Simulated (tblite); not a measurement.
C3H5FOS: molecular dynamics (part 2 of 2)

The same run, continued: C3H5FOS; GFN2-xTB Langevin dynamics, gas phase (tblite 0.8.0). It belongs to a series of runs on one base structure; here: constitutional isomer.

Geometry of the input (Å):
```
C  -1.6968  0.2688  -0.2689
S  -0.4672  -1.1120  -0.4012
O  -0.3929  -1.7160  0.9246
C  0.9484  0.0175  -0.5133
C  1.7946  0.0733  0.4933
F  2.8799  0.8555  0.4972
H  -1.4510  0.8839  0.5893
H  -2.6746  -0.1818  -0.1340
H  -1.6734  0.8457  -1.1857
H  1.0580  0.5678  -1.4308
H  1.6804  -0.5000  1.4033
```

### Trajectory as extended XYZ, continued
```
11
Properties=species:S:1:pos:R:3:forces:R:3 step=21 time_fs=525.0 energy=-569.51071 temperature=1256.2
C    -1.1240   -0.6441   -0.8675   -1.8160  -0.9645  -0.7763
S    -0.0910   -2.1065   -0.5013    0.0443  -0.6892   3.1099
O    -0.6765   -2.7513    0.7638    1.0314   1.4042  -2.7231
C     1.3907   -1.1416    0.1065   -0.5831  -0.2658  -0.2210
C     1.9707   -1.4361    1.2575   -1.3459  -0.8689  -0.9873
F     3.2505   -1.3119    1.4315    1.7097   0.9458   0.6609
H    -1.7251   -0.5468    0.0465    0.6264   0.8856  -0.2443
H    -1.8999   -0.9794   -1.6214    0.8681   0.2562   0.4915
H    -0.5578    0.1605   -1.3316   -0.2144  -0.0103   0.7019
H     1.8983   -0.4968   -0.5849    0.0289  -0.2312  -0.4725
H     1.4981   -1.9951    2.0285   -0.3494  -0.4619   0.4601
11
Properties=species:S:1:pos:R:3:forces:R:3 step=22 time_fs=550.0 energy=-569.05656 temperature=626.1
C    -1.1743   -0.6444   -0.7649    3.1237   0.4317   3.1934
S    -0.0639   -2.1258   -0.4850    1.6065   0.2973  -2.1947
O    -0.6885   -2.8007    0.5932   -0.8714  -1.0161   2.1426
C     1.6303   -1.4281    0.0300   -0.1982  -0.7826   0.9588
C     2.1474   -1.5204    1.2571   -0.2125  -0.1251  -0.3849
F     3.4111   -1.2358    1.7500   -1.6321  -0.4588  -1.0439
H    -1.6434   -0.6652    0.2430    0.2927   1.0772  -0.8149
H    -1.8306   -0.8562   -1.4829   -2.5350  -1.0630  -2.6523
H    -0.5107    0.1498   -1.1273   -0.5135   0.1556   0.8070
H     2.1699   -1.5223   -0.8628    0.7972   1.0090  -0.9445
H     1.4602   -1.9500    1.9661    0.1425   0.4747   0.9334
11
Properties=species:S:1:pos:R:3:forces:R:3 step=23 time_fs=575.0 energy=-569.04168 temperature=602.5
C    -1.0015   -0.5459   -0.5674    0.3188  -1.7065  -1.6046
S     0.0651   -2.1281   -0.4677    2.8109   2.7910  -5.2711
O    -0.5516   -2.7915    0.5635   -1.8218  -2.8063   4.8365
C     1.9118   -1.6048   -0.0333   -1.2719   1.0143   1.2148
C     2.0986   -1.5329    1.3027   -0.5770  -0.6232  -2.1143
F     3.2970   -1.1627    1.8088   -0.8796  -0.2852   0.3626
H    -1.5865   -0.5209    0.3125   -0.1010   0.5391   0.7031
H    -1.6391   -0.8081   -1.4262   -0.1744  -0.1973   0.4061
H    -0.4613    0.2606   -0.9584    0.7621   1.3403   0.4561
H     2.5299   -1.2048   -0.8785   -0.7178  -0.7294   1.2125
H     1.2431   -1.9231    1.9418    1.6516   0.6631  -0.2017
11
Properties=species:S:1:pos:R:3:forces:R:3 step=24 time_fs=600.0 energy=-569.29376 temperature=589.1
C    -0.6388   -0.4373   -0.4730   -2.2221  -2.5414  -2.8360
S     0.1978   -2.1522   -0.5056   -0.7148   0.8579  -2.4976
O    -0.3736   -2.8631    0.5845   -1.0917  -1.0580   1.7681
C     1.7066   -1.5182    0.0472    1.9097   0.7179  -2.3603
C     2.0375   -1.5990    1.2980    0.0015   1.6136   2.1642
F     3.2444   -1.1055    1.7498   -1.3106  -0.7454  -0.0714
H    -0.9936   -0.4696    0.5112   -0.1938   0.9974   1.0678
H    -1.5636   -0.5795   -1.2068    1.5004   0.1799   1.5459
H    -0.0695    0.2898   -0.9696    0.8210   0.9391   0.3832
H     2.3596   -1.2169   -0.8204   -0.4314  -0.4261   1.2263
H     1.1680   -1.6470    2.0318    1.7317  -0.5349  -0.3903
11
Properties=species:S:1:pos:R:3:forces:R:3 step=25 time_fs=625.0 energy=-569.37710 temperature=949.0
C    -0.4793   -0.3282   -0.3980   -1.6662  -1.7119  -0.2710
S     0.0991   -2.1293   -0.5448    0.6602  -0.3771   1.7499
O    -0.2895   -2.9713    0.6153   -0.1327   0.8773  -1.1359
C     1.7147   -1.3883    0.0604   -1.8732  -0.8869  -2.0149
C     2.0354   -1.5316    1.2929    2.5705  -0.3755   1.1425
F     3.2476   -0.9804    1.6808   -1.1159  -0.4287   0.3345
H    -0.2517   -0.1275    0.6450    0.1028   0.8591  -0.6085
H    -1.5825   -0.2250   -0.6024    1.1450  -0.1325   0.2226
H     0.0962   -0.0413   -1.2671   -0.0145   1.1139   0.5693
H     2.2292   -0.8046   -0.6277    0.6401   0.9315  -0.9020
H     1.6665   -2.3392    1.8783   -0.3161   0.1307   0.9134
11
Properties=species:S:1:pos:R:3:forces:R:3 step=26 time_fs=650.0 energy=-569.24608 temperature=739.4
C    -0.5616   -0.2540   -0.2685    1.8776  -1.0905  -1.3801
S     0.0783   -2.0679   -0.5326   -1.1924  -1.6879   3.0951
O    -0.4291   -3.0247    0.5852    1.4324   2.6471  -2.5889
C     1.7048   -1.4171   -0.0892    1.2609  -0.8624   2.1851
C     2.2266   -1.4854    1.1646   -3.0830  -1.4302  -1.3803
F     3.1942   -0.7481    1.6052    1.4681   0.5297   0.2803
H     0.0606    0.2995    0.4663   -0.1968  -0.2462  -1.1793
H    -1.5242   -0.2772    0.1059   -1.9055  -0.1615   0.3637
H    -0.5218   -0.0580   -1.3829    0.0169   0.8364   1.6597
H     2.2963   -1.0537   -0.8937   -0.0674   0.6363  -0.4166
H     1.7253   -2.1117    1.9508    0.3892   0.8290  -0.6386
11
Properties=species:S:1:pos:R:3:forces:R:3 step=27 time_fs=675.0 energy=-568.89990 temperature=429.6
C    -0.7081   -0.3677   -0.2535   -0.2625  -1.0432   2.2910
S     0.0788   -2.0082   -0.5284   -1.9504  -3.5128   1.9337
O    -0.4523   -2.8970    0.6610    1.8018   2.5025  -2.9160
C     1.7712   -1.5160   -0.2366    1.4849   2.9889   3.2040
C     2.1935   -1.4260    1.0913   -2.6752  -1.0861  -1.5119
F     3.0509   -0.5413    1.5319    1.0557   0.3733  -0.1097
H     0.0323    0.2528    0.1894    0.5179   0.9904  -0.3740
H    -1.4038   -0.5394    0.6112    0.1191   0.0148  -1.0977
H    -1.1893   -0.0750   -1.1465   -0.2617   0.5263  -0.5351
H     2.1414   -0.6349   -0.9034   -0.4924  -2.0149   0.8049
H     1.7098   -1.9428    1.9952    0.6628   0.2609  -1.6893
11
Properties=species:S:1:pos:R:3:forces:R:3 step=28 time_fs=700.0 energy=-569.71686 temperature=750.3
C    -0.7883   -0.4087   -0.2984   -0.9006  -0.0724  -0.1896
S     0.0216   -2.0773   -0.5435   -0.6286  -0.1177   1.6768
O    -0.3899   -2.7665    0.7184    0.7388   0.4562  -1.5440
C     1.6494   -1.2976   -0.2268   -0.3327  -0.5643   0.2718
C     1.9919   -1.3074    1.0392    1.9547   2.0997   0.5912
F     3.0521   -0.4931    1.4988   -0.8121  -1.0315  -0.7647
H    -0.1155    0.4340   -0.2547    0.2416   0.0611  -0.7539
H    -1.1862   -0.4265    0.7247   -0.3590  -0.3775  -0.4946
H    -1.5845   -0.3306   -1.0860    0.7669   0.2251   0.9680
H     2.1564   -0.8449   -1.0698   -0.0848  -0.0949   0.4031
H     1.5442   -1.6695    1.9372   -0.5843  -0.5839  -0.1641
11
Properties=species:S:1:pos:R:3:forces:R:3 step=29 time_fs=725.0 energy=-569.21083 temperature=563.7
C    -0.9173   -0.4362   -0.4131   -0.7313   0.2283  -3.0424
S    -0.0467   -2.0677   -0.4689    0.4830   1.3218  -0.9291
O    -0.3410   -2.7532    0.7435   -0.6688  -1.0159   1.5160
C     1.5775   -1.2076   -0.1466   -2.2224  -1.8328  -3.6306
C     1.8491   -0.9236    1.0328    4.1562   0.9416   4.8265
F     3.1384   -0.4913    1.5040   -1.2610  -0.0485  -1.1291
H    -0.3515    0.2716   -1.0770   -0.6601  -0.9038  -0.0799
H    -0.8430    0.0646    0.4825   -0.2675   0.3633   2.2987
H    -1.9934   -0.5463   -0.7833    1.5318   0.1749   0.6008
H     2.1023   -1.2668   -1.0349    1.1858   0.7772  -1.2062
H     1.4570   -1.2744    1.9387   -1.5457  -0.0062   0.7753
11
Properties=species:S:1:pos:R:3:forces:R:3 step=30 time_fs=750.0 energy=-569.60658 temperature=732.7
C    -1.2199   -0.4560   -0.6290    1.8282   1.4981   0.6701
S    -0.0680   -1.9554   -0.4557    0.9162   1.0876  -2.6183
O    -0.4007   -2.7557    0.6643   -0.9328  -0.8688   2.2317
C     1.5705   -1.1916   -0.0847   -0.1135   0.1443  -0.0014
C     1.9467   -0.8145    1.1456   -1.2793  -0.5864  -1.8872
F     3.1392   -0.3471    1.3518    1.8889   0.6087   0.3357
H    -1.1449   -0.0797   -1.6353    0.1573  -0.3984  -0.5151
H    -0.9563    0.4607   -0.0236   -0.4047  -1.3414  -0.0522
H    -2.1827   -0.8381   -0.4674   -1.1214  -0.2351   0.4649
H     2.1910   -1.2532   -1.0218   -0.4289   0.3806   1.4960
H     1.3789   -0.7539    2.0584   -0.5098  -0.2892  -0.1241
11
Properties=species:S:1:pos:R:3:forces:R:3 step=31 time_fs=775.0 energy=-569.43991 temperature=666.0
C    -1.3783   -0.5531   -0.6394    2.4141   0.8307  -0.7720
S    -0.1176   -1.9372   -0.5593    0.7761   0.7220  -1.1352
O    -0.5791   -2.6372    0.5899   -0.5800  -1.3824   1.7974
C     1.4791   -1.1164   -0.0768    1.0326   1.6680   1.2109
C     1.9813   -0.6294    1.1217   -3.4855  -1.4120  -2.6287
F     3.1529   -0.0872    1.1754    1.6225   0.6026   0.1136
H    -1.7260   -0.3738   -1.6203   -0.0399   0.0197  -1.1984
H    -0.8919    0.3364   -0.2804   -0.0953   0.3456   0.3125
H    -2.1714   -0.8653   -0.0778   -1.7329  -0.6902   1.6919
H     2.0703   -1.0124   -1.0229   -0.2846  -0.1980   1.2194
H     1.4018   -0.4914    2.0538    0.3729  -0.5061  -0.6112
11
Properties=species:S:1:pos:R:3:forces:R:3 step=32 time_fs=800.0 energy=-569.52571 temperature=739.6
C    -1.3110   -0.5672   -0.7137   -1.9690   0.5166   0.3244
S    -0.1319   -1.9268   -0.5815   -0.6873  -1.0252   1.1000
O    -0.7602   -2.6493    0.5654    1.4203   0.5714  -0.8752
C     1.3075   -0.8357   -0.1968    1.0490   0.4993   2.9456
C     1.9004   -0.4924    1.0022    0.5394  -0.9146  -3.1041
F     3.1530    0.1468    0.9559   -1.8538  -0.6331   0.1894
H    -1.9938   -0.6113   -1.5878    0.7297  -0.1506   0.3477
H    -0.8243    0.3798   -0.6662    0.2701   0.6114  -0.1944
H    -1.9797   -0.6569    0.1875    0.7179   0.0011  -0.7602
H     1.7527   -0.5329   -1.1313   -0.0412   0.1483   0.0958
H     1.6909   -0.9157    1.9717   -0.1751   0.3755  -0.0690
11
Properties=species:S:1:pos:R:3:forces:R:3 step=33 time_fs=825.0 energy=-569.07985 temperature=436.2
C    -1.3557   -0.4252   -0.9827   -0.7745  -0.1921  -1.0393
S    -0.1223   -1.8316   -0.5702   -2.3621  -2.5340   0.7412
O    -0.6265   -2.7986    0.5090    1.0843   2.8289  -1.7825
C     1.1704   -0.7231   -0.1779   -0.2523  -0.0836  -1.8571
C     1.9588   -0.6139    0.8206    3.2756   2.4604   1.1834
F     3.1160    0.2991    0.6655   -2.0791  -1.8914   0.4432
H    -2.0848   -0.9288   -1.7315    1.4111   1.0387   0.9653
H    -0.8216    0.4794   -1.3870   -0.4015  -1.3746   0.0149
H    -1.9863   -0.0296   -0.1966    0.1806  -0.4301   0.4944
H     1.5110   -0.3724   -1.1486   -0.1755   0.3871   0.1428
H     1.8589   -0.9352    1.8200    0.0935  -0.2092   0.6936
11
Properties=species:S:1:pos:R:3:forces:R:3 step=34 time_fs=850.0 energy=-569.11720 temperature=694.2
C    -1.4031   -0.4836   -1.0694   -1.0088  -0.1582   0.9974
S    -0.1557   -1.8345   -0.7725    0.1102  -1.0402   4.8670
O    -0.5203   -2.6363    0.5010    0.4003   1.6371  -3.2997
C     1.2122   -0.6108   -0.1152   -3.7391  -1.2745  -3.0092
C     2.1967   -0.5864    0.6904    1.3199  -1.4043   1.6758
F     3.1427    0.2798    0.4425    1.4864   1.6410   0.0580
H    -2.2129   -0.7927   -1.7425    0.6513  -0.0804   0.0068
H    -0.7898    0.2885   -1.4432    0.2577   0.8012  -0.9294
H    -1.9150   -0.0477   -0.1883    0.4981  -0.6918  -0.0889
H     1.1714    0.0922   -0.9071    0.4256   0.8548  -0.4753
H     2.5006   -1.2179    1.5071   -0.4016  -0.2846   0.1976
11
Properties=species:S:1:pos:R:3:forces:R:3 step=35 time_fs=875.0 energy=-569.56478 temperature=1166.8
C    -1.5577   -0.6516   -1.0558   -0.0367   0.0277   2.4549
S    -0.1613   -1.8191   -0.8014    0.4906  -0.5636   0.6523
O    -0.5877   -2.5048    0.4285    0.4314   0.0840  -0.4612
C     1.1617   -0.5918   -0.4081    0.1840   0.8248  -0.7730
C     2.3016   -0.6877    0.2918   -1.5880   0.6655  -0.5771
F     3.2178    0.2948    0.3272   -0.1424   0.0363  -0.3058
H    -2.2632   -1.0995   -1.6792   -0.7363  -0.5020  -1.3772
H    -1.4243    0.3890   -1.1978    0.5725   0.6813  -0.7460
H    -2.0104   -0.7188   -0.0549   -0.0678   0.0640  -0.0306
H     0.9173    0.2320   -1.1355    0.9129  -0.6258   0.9768
H     2.5347   -1.4075    1.0389   -0.0202  -0.6922   0.1868
11
Properties=species:S:1:pos:R:3:forces:R:3 step=36 time_fs=900.0 energy=-569.01477 temperature=606.0
C    -1.6796   -0.7093   -0.9319    0.4744   2.7168   0.0419
S    -0.2279   -1.8290   -0.8059    0.4685   1.4816  -3.5720
O    -0.4596   -2.4446    0.4339    0.4111  -1.2783   3.2286
C     1.1505   -0.4858   -0.7938    1.9664  -0.1979   2.2935
C     2.2725   -0.8313   -0.0522   -1.4993   2.6583  -1.3287
F     3.1794    0.2423    0.2709   -1.2652  -2.1785  -0.6828
H    -2.2279   -1.0397   -1.7976    0.0162   0.4863  -0.4771
H    -1.3838    0.4337   -0.9044   -0.5527  -2.2091  -0.6385
H    -2.3499   -0.8050   -0.0974    0.0822  -0.4599   0.5496
H     0.9973    0.5842   -1.1934    0.2120  -1.9943   0.7800
H     2.5824   -1.8164    0.3331   -0.3137   0.9749  -0.1944
11
Properties=species:S:1:pos:R:3:forces:R:3 step=37 time_fs=925.0 energy=-569.23263 temperature=819.7
C    -1.7632   -0.5742   -0.8677   -0.8005  -0.6656   0.2420
S    -0.2943   -1.8043   -0.7836   -1.1299   0.3647  -2.7989
O    -0.0994   -2.2859    0.5315   -0.4704  -1.4576   2.8024
C     0.9488   -0.5504   -0.7334    0.7095   0.6197  -0.7516
C     2.1254   -0.8870   -0.2664    2.2818   1.2827   1.3599
F     3.0587    0.1235    0.1873   -1.5375  -1.6652  -1.2080
H    -2.1986   -0.6071   -1.9379    1.2462   0.7058   1.6998
H    -1.4135    0.3711   -0.3653   -0.7671  -0.8233  -1.1500
H    -2.5985   -1.0127   -0.2538    0.9619   0.3796  -0.3453
H     0.6543    0.4195   -1.0709    0.2197   0.4768   0.2333
H     2.5728   -1.8724   -0.0337   -0.7137   0.7823  -0.0836
11
Properties=species:S:1:pos:R:3:forces:R:3 step=38 time_fs=950.0 energy=-569.28225 temperature=1129.0
C    -1.7490   -0.4774   -0.6734   -1.4585  -2.7439  -3.0799
S    -0.4105   -1.7874   -0.7098    0.7866   1.2780   0.8702
O    -0.1017   -2.2130    0.6738   -1.0754  -0.3584  -0.8220
C     0.7773   -0.3749   -0.7431   -0.7823   0.5117  -0.0281
C     1.9185   -0.7968   -0.3171    2.2773  -1.5165   0.2997
F     3.0392   -0.1265   -0.0932    0.2305   0.9938   0.1315
H    -1.6693    0.1403   -1.6092    0.1418  -0.3279   1.4558
H    -1.6708   -0.1092    0.2848   -0.2561   1.2716   1.4147
H    -2.6650   -1.1367   -0.8448    0.6563   1.1822   0.6116
H     0.5261    0.6746   -0.6703   -0.2290  -0.2084  -0.6621
H     2.1616   -1.8455   -0.1544   -0.2913  -0.0821  -0.1916
11
Properties=species:S:1:pos:R:3:forces:R:3 step=39 time_fs=975.0 energy=-569.11933 temperature=940.1
C    -1.9446   -0.4666   -0.6460    2.9325  -0.3173  -0.7862
S    -0.4427   -1.6546   -0.5949   -0.6905  -1.2486   3.1690
O    -0.4647   -2.3445    0.8265    0.3047   2.3123  -3.9006
C     0.8011   -0.2995   -0.6582    1.4801  -1.6723   0.0006
C     2.0195   -0.7827   -0.3692   -3.2268  -1.0164   0.9209
F     3.1201   -0.1653   -0.3292    2.8108   2.1006  -0.5308
H    -1.4732    0.4866   -0.8213   -0.4679   0.2769  -0.0381
H    -2.3312   -0.5875    0.2934   -1.2770  -0.0056   1.9472
H    -2.5127   -0.8257   -1.4449   -1.0290  -0.2106  -0.9024
H     0.7403    0.5478   -1.2926   -0.6035   0.5850  -0.0829
H     2.1251   -1.7011    0.1688   -0.2335  -0.8040   0.2033
11
Properties=species:S:1:pos:R:3:forces:R:3 step=40 time_fs=1000.0 energy=-569.15932 temperature=944.7
C    -2.0219   -0.5387   -0.5767    0.3784   1.4492   3.6007
S    -0.6033   -1.6019   -0.4793    1.2669  -3.2111   2.0138
O    -0.8134   -2.3179    0.8566    0.8458   1.4140  -2.1183
C     0.8903   -0.5171   -0.4945    1.5104   0.3225   0.8913
C     2.1528   -0.8536   -0.1398   -0.5768  -1.1559  -0.9422
F     3.2812   -0.1877   -0.5656   -1.3519  -0.2218   0.6228
H    -1.6761    0.4999   -0.3196   -0.8422  -0.7565  -0.8735
H    -2.6196   -0.9092    0.3249    0.3367   0.5743  -1.4008
H    -2.4272   -0.7915   -1.4966   -1.0473   0.4170  -1.3970
H     0.7219    0.4586   -0.9302   -0.0447  -0.1136  -0.1578
H     2.4510   -1.8647    0.2611   -0.4752   1.2818  -0.2389
```

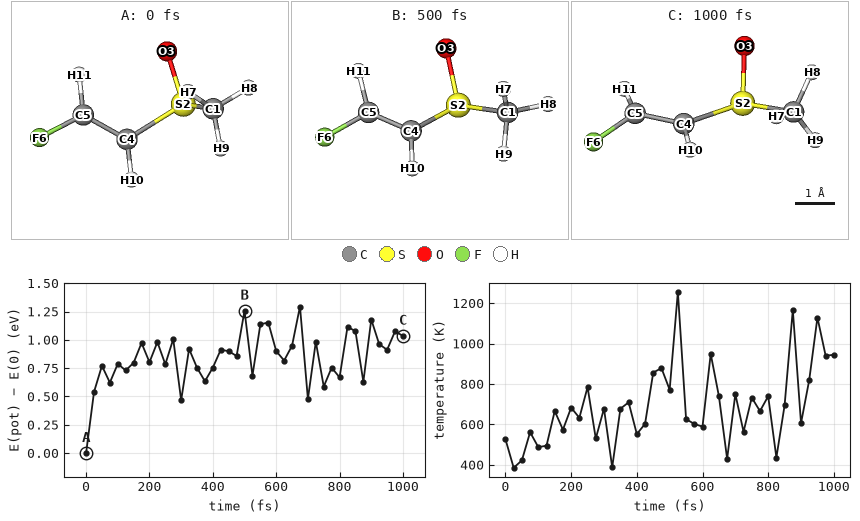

*Frames of the molecular dynamics (ball-and-stick, seen at a tilt) above the curves, on which the letters mark them.*

The trajectory kept here has 41 frames over 1000 fs. The temperature starts at 526 K, ranges from 385 to 1256 K and averages 769 K over the second half. The potential energy ends 1.035 eV above its first value. After an unweighted best fit of the last frame on the first, the root-mean-square displacement is 0.73 Å, and H10 has moved furthest (1.24 Å).

### Key numbers

| quantity | value |
| --- | --- |
| outcome | finished |
| mean temperature over the second half | 769 K |
| trajectory | 41 frames kept, 1000 fs |
| wall time | 26 s |
| peak memory | 0.18 GiB |
